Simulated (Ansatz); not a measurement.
# CH5AsSi (SMILES C1[SiH2][AsH]1): levels of theory compared

We compute a comparison of 6 runs (HF/3-21G, HF/def2-SVP, B3LYP/6-31G*, PBE0/pcseg-1, PBE0/def2-SVP, wB97X/aug-cc-pVDZ) of CH5AsSi. 

The calculation is run with Ansatz 0.2.0.

5 further runs of the same task are left out: 2 for a known fault of the program, 3 set aside as unsound or not needed.

### Step 1. The molecule

The species is CH5AsSi (8 atoms), meant as a singlet with charge 0. As SMILES, `C1[SiH2][AsH]1`. The shape is that of a PBE0-D4/def2-TZVP optimisation.

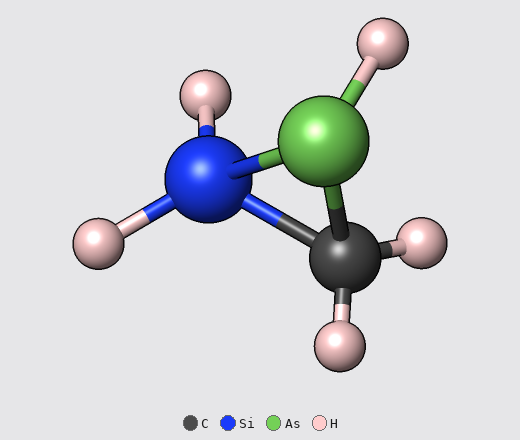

The structure, seen from a chosen angle (carbon dark grey, silicon blue, arsenic green, hydrogen pink).

### Step 2. Energy and gradient at HF/3-21G (run 1)

input.yaml

```yaml
crystal:
  periodic: [false, false, false]
  atoms:
    - symbol: C
      position_ang: [-0.770300, 0.017900, -0.576000]
    - symbol: Si
      position_ang: [0.707800, 0.663100, 0.315700]
    - symbol: As
      position_ang: [-0.538100, -1.122700, 1.107200]
    - symbol: H
      position_ang: [-0.667200, -0.524000, -1.509300]
    - symbol: H
      position_ang: [-1.690700, 0.591800, -0.522300]
    - symbol: H
      position_ang: [0.581300, 1.973900, 0.990500]
    - symbol: H
      position_ang: [2.040800, 0.422300, -0.277100]
    - symbol: H
      position_ang: [0.428400, -2.079400, 0.415600]
basis:
  gaussian:
    orbitals: 3-21G-spherical.json
output:
  forces: true
  orbitals: {seedname: orbitals}
hamiltonian:
  xc: hf
accuracy: high
```

The basis set 3-21G is read from a file made from the Basis Set Exchange's data (not shown).

Started as:

```sh
ansatz run input.yaml --threads 1 --pin off --max-ram 2610MiB --events-out events.jsonl --progress --plain --runs-dir runs
```

What it wrote:

```text
Warning: RAYON_NUM_THREADS=1 ignored (pool sized by the plan → 1); use --threads N
Functional definition: HF
  name "HF"
  exchange = exact_x
  correlation = 0
1121 factors; integrals over basis functions are off by at most 8.6e-9 eV
mean field evaluation 1: about -69424.2562 eV, gradient 1.6e1 eV
mean field evaluation 2: about -69424.5435 eV, gradient 1.7e1 eV
mean field evaluation 4: about -69425.4270 eV, gradient 2.0e0 eV
mean field evaluation 8: about -69425.4422 eV, gradient 4.7e-4 eV
mean field -69425.44218538 eV, -2551.3379420579 hartree, gradient 1.3e-8 eV, S^2 0.000000; 0 other end points of the search recorded, 0 dependent functions left out
the calculation of the forces begins
reference -69425.44218538 eV, -2551.3379420579 hartree; 29, 29 occupied and 25, 25 virtual orbitals, 1121 factors
Total energy: -69425.44218538 eV, -2551.3379420579 hartree
Atom 0 at    -0.770300     0.017900    -0.576000 Å, force    -1.035147    -0.563452    -0.395789 eV/Å
Atom 1 at     0.707800     0.663100     0.315700 Å, force     1.310632     1.476719     0.053966 eV/Å
Atom 2 at    -0.538100    -1.122700     1.107200 Å, force    -0.422695    -0.847443     0.213338 eV/Å
Atom 3 at    -0.667200    -0.524000    -1.509300 Å, force    -0.011977     0.283636     0.252056 eV/Å
Atom 4 at    -1.690700     0.591800    -0.522300 Å, force     0.358953    -0.110350    -0.136328 eV/Å
Atom 5 at     0.581300     1.973900     0.990500 Å, force    -0.009576    -0.037889    -0.055479 eV/Å
Atom 6 at     2.040800     0.422300    -0.277100 Å, force    -0.054114    -0.024400     0.021074 eV/Å
Atom 7 at     0.428400    -2.079400     0.415600 Å, force    -0.136075    -0.176820     0.047163 eV/Å
Dipole moment:     0.103580     0.124187    -0.185733 e Å
```

Wall time 2.3 s (1 thread of Intel Xeon Platinum 8259CL at 2.50GHz (Skylake/Cascade Lake), shared host); peak memory 0.28 GiB.

### Step 3. Energy and forces at HF/def2-SVP (run 2)

in.yaml

```yaml
crystal:
  periodic: [false, false, false]
  atoms:
    - {symbol: C, position_ang: [-0.770300, 0.017900, -0.576000]}
    - {symbol: Si, position_ang: [0.707800, 0.663100, 0.315700]}
    - {symbol: As, position_ang: [-0.538100, -1.122700, 1.107200]}
    - {symbol: H, position_ang: [-0.667200, -0.524000, -1.509300]}
    - {symbol: H, position_ang: [-1.690700, 0.591800, -0.522300]}
    - {symbol: H, position_ang: [0.581300, 1.973900, 0.990500]}
    - {symbol: H, position_ang: [2.040800, 0.422300, -0.277100]}
    - {symbol: H, position_ang: [0.428400, -2.079400, 0.415600]}
basis:
  gaussian: {orbitals: def2-SVP}
hamiltonian: {xc: hf}
accuracy: high
output: {forces: true, orbitals: {seedname: orbitals}}
```

Started as:

```sh
ansatz run in.yaml --threads 1 --pin off --max-ram 2610MiB --events-out events.jsonl --progress --plain --runs-dir runs
```

What it wrote, shortened:

```text
Warning: RAYON_NUM_THREADS=1 ignored (pool sized by the plan → 1); use --threads N
[... 2 set-up lines as earlier in the session ...]
[...]
1914 factors; integrals over basis functions are off by at most 4.4e-9 eV
[...]
mean field -69755.80710931 eV, -2563.4786290828 hartree, gradient 3.0e-8 eV, S^2 0.000000; 0 other end points of the search recorded, 0 dependent functions left out
[...]
reference -69755.80710931 eV, -2563.4786290828 hartree; 29, 29 occupied and 60, 60 virtual orbitals, 1914 factors
Total energy: -69755.80710931 eV, -2563.4786290828 hartree
Atom 0 at    -0.770300     0.017900    -0.576000 Å, force    -0.166890    -0.016607    -0.020566 eV/Å
Atom 1 at     0.707800     0.663100     0.315700 Å, force     0.226603     0.312317     0.102440 eV/Å
Atom 2 at    -0.538100    -1.122700     1.107200 Å, force     0.266257    -0.274563    -0.164368 eV/Å
Atom 3 at    -0.667200    -0.524000    -1.509300 Å, force    -0.036456    -0.001777    -0.033627 eV/Å
Atom 4 at    -1.690700     0.591800    -0.522300 Å, force    -0.012668     0.019258    -0.066112 eV/Å
Atom 5 at     0.581300     1.973900     0.990500 Å, force     0.050890    -0.101845    -0.090396 eV/Å
Atom 6 at     2.040800     0.422300    -0.277100 Å, force    -0.110918     0.028727     0.086755 eV/Å
Atom 7 at     0.428400    -2.079400     0.415600 Å, force    -0.216819     0.034490     0.185875 eV/Å
Dipole moment:     0.119068     0.152842    -0.188422 e Å
```

It took 7.5 s on 1 thread of Intel Xeon Platinum 8259CL at 2.50GHz (Skylake/Cascade Lake), shared host; peak memory 0.29 GiB.

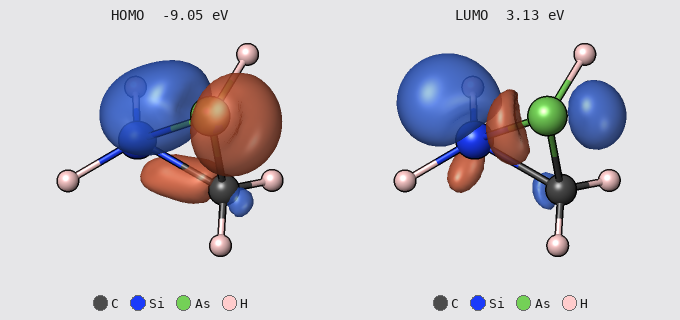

Frontier orbitals of this run, surfaces at ±0.2 Å^-3/2.

Runs 3 to 5 aren't shown in full; the table further down has their settings and results.

### Step 4. Energy and forces at wB97X/aug-cc-pVDZ (run 6)

input.yaml

```yaml
crystal:
  periodic: [false, false, false]
  atoms:
    - {symbol: C, position_ang: [-0.770300, 0.017900, -0.576000]}
    - {symbol: Si, position_ang: [0.707800, 0.663100, 0.315700]}
    - {symbol: As, position_ang: [-0.538100, -1.122700, 1.107200]}
    - {symbol: H, position_ang: [-0.667200, -0.524000, -1.509300]}
    - {symbol: H, position_ang: [-1.690700, 0.591800, -0.522300]}
    - {symbol: H, position_ang: [0.581300, 1.973900, 0.990500]}
    - {symbol: H, position_ang: [2.040800, 0.422300, -0.277100]}
    - {symbol: H, position_ang: [0.428400, -2.079400, 0.415600]}
basis:
  gaussian: {orbitals: aug-cc-pVDZ}
hamiltonian: {xc: {name: wB97X}}
accuracy: high
output: {forces: true, orbitals: {seedname: orbitals}}
```

Started as:

```sh
ansatz run input.yaml --threads 1 --pin off --max-ram 2610MiB --events-out events.jsonl --progress --plain --runs-dir runs
```

What it wrote:

```text
Warning: RAYON_NUM_THREADS=1 ignored (pool sized by the plan → 1); use --threads N
[... 30 lines left out ...]
Total energy: -69836.59247488 eV, -2566.4474365095 hartree
[... 8 lines left out ...]
Dipole moment:     0.067065     0.109868    -0.166949 e Å
```

Run time: 89 s. Hardware: 1 thread of Intel Xeon Platinum 8259CL at 2.50GHz (Skylake/Cascade Lake), shared host; peak memory 0.88 GiB.

### Step 5. The series

```csv
run,level,energy (Eh),dipole moment (D),HOMO energy (eV),LUMO energy (eV),wall time
1,HF/3-21G,-2551.337942,1.18,-9.02,2.87,2.3 s
2,HF/def2-SVP,-2563.478629,1.30,-9.05,3.13,7.5 s
3,B3LYP/6-31G* (spherical functions),-2566.204687,1.16,-6.57,-0.36,15 s
4,PBE0/pcseg-1,-2565.733142,1.11,-6.96,-0.29,15 s
5,PBE0/def2-SVP,-2565.615047,0.99,-6.90,-0.12,19 s
6,wB97X/aug-cc-pVDZ,-2566.447437,1.01,-9.03,1.06,89 s
```

### Step 6. Results

| quantity | value |
| --- | --- |
| run 6: total energy | -2566.44744 Eh |
| run 6: dipole moment | 1.01 D |
| run 6: HOMO energy | -9.03 eV |
| run 6: LUMO energy | 1.06 eV |
| run 6: HOMO–LUMO gap | 10.09 eV |
| run 6: largest force on an atom | 0.248 eV/Å |

What this shows: The dipole moment (its size) runs from 0.99 D (PBE0/def2-SVP) to 1.30 D (HF/def2-SVP). The HOMO–LUMO gap runs from 6.21 eV (B3LYP/6-31G*) to 12.18 eV (HF/def2-SVP). The two ends differ in method and basis. Totals of different functionals can't be ranked against each other. All runs together took 2.5 min, the longest 89 s.
